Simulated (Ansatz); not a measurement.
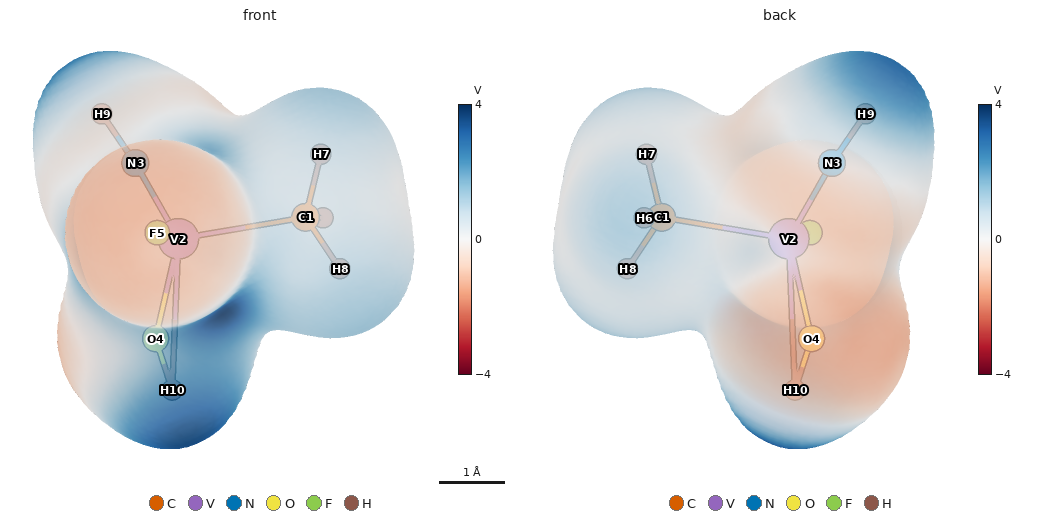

Figure. CH5FNOV. The electrostatic potential painted on the density surface at 0.004 e/bohr³, seen from the front and from behind; the colour scale runs from red (negative) to blue (positive).

Geometry: PBE0-D4/def2-TZVP.

Theory: Ansatz 0.2.0, RKS PBE0-D4/def2-TZVPP.

```xyz
10

C    -1.2867   -0.1607   -0.3861
V     0.5562    0.3277    0.2373
N     0.7712   -0.6386    1.4983
O     1.6721   -0.1851   -1.0394
F     0.5284    2.0253    0.6221
H    -1.3522   -1.2249   -0.6109
H    -1.9917    0.0957    0.4080
H    -1.4932    0.4359   -1.2808
H     0.9633   -1.1134    2.3698
H     1.7158    0.3868   -1.8153
```

> Which sites attract a positive test charge, and which a negative one?

A positive charge is drawn to the negative regions and a negative charge to the positive ones. The most negative region (about −1.5 V) lies over O4, the most positive (about +3.6 V) over V2 and H10. O4 is the likeliest acceptor of a hydrogen bond.
